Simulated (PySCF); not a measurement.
Consider NdS (quintet).

```csv
atom,x (Å),y (Å),z (Å)
Nd,0.0000,0.0000,-0.4407
S,0.0000,0.0000,1.9563
```

The calculation used PBE0/x2c-SVPall, spin-free X2C-1e, Gaussian nucleus, at a bond length of 2.397 Å (PySCF 2.14.0).

> What will maps of the electron density, electron localisation function and spin density show?

Nd–S (2.40 Å): the density is about 0.69 e/Å³ at the midpoint; the ELF peaks at about 0.80 in the valence shell of S, 0.8 Å from its nucleus, and is about 0.40 at the midpoint.
The unpaired spin (4 electrons) lies mostly on Nd1 (about 4.1), in electrons by Hirshfeld's partition, with opposite, polarisation-induced spin on S2.

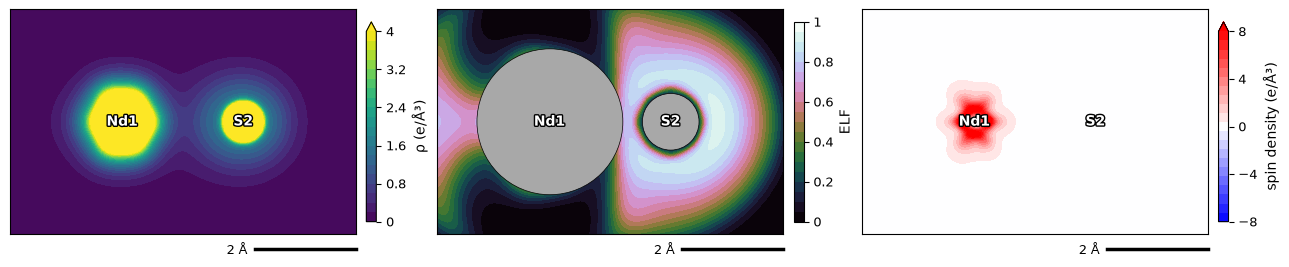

Computed electron density, electron localisation function and spin density on a plane that holds the molecular axis, in this order. Grey discs cover the atomic cores in the ELF map. 
